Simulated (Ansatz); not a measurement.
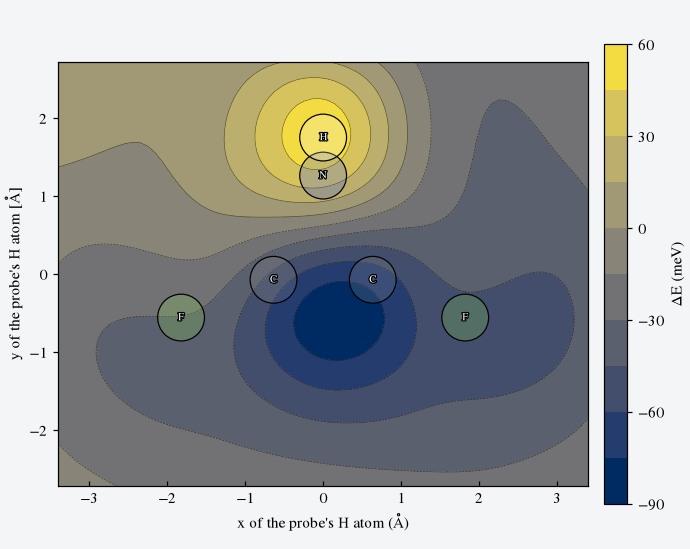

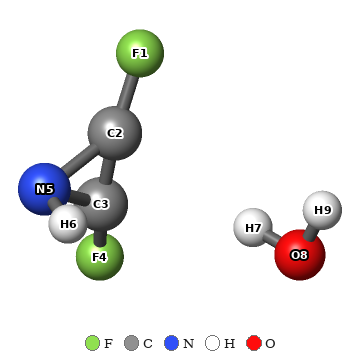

Energy landscape of C₂HF₂N (SMILES FC1=C(F)N1) with the probe H2O. 
- The probe is moved over a plane parallel to the molecule's main plane, 2.55 Å above it.
- First axis: x of the probe's H atom. Second axis: y of the probe's H atom.
- Nothing is relaxed (molecule and probe rigid, the probe upright with H nearest the plane).
- Grid: 11 × 9 points.
- Energies: meV, counted from molecule and probe far apart, each relaxed in its own basis (no counterpoise correction).
- Level of theory: RKS PBE0-D4/def2-SVPD (Ansatz 0.2.0).

Drawn: filled contours, labelled circles for the molecule's atoms, projected on the plane. Between grid points the surface is interpolated. The second picture is the structure at the lowest point.

Summarise what can be read from the map.

The lowest grid point is at x of the probe's H atom = 0.00 Å, y of the probe's H atom = −0.68 Å, −85 meV from molecule and probe far apart, each relaxed in its own basis (no counterpoise correction). The highest grid point, x of the probe's H atom = 0.00 Å, y of the probe's H atom = 2.04 Å, lies 138 meV above the lowest. Near the minimum the curvatures are about 0.073 and 0.1 eV/Å² along the soft and the stiff direction.

Each point was launched as `ansatz run input.yaml --threads 1 --pin off --max-ram 2560MiB --backend cpu --events-out ev --progress --plain --runs-dir out`. The whole map (99 points run) took 10 min on 1 thread of Arm Neoverse V2 (shared host).
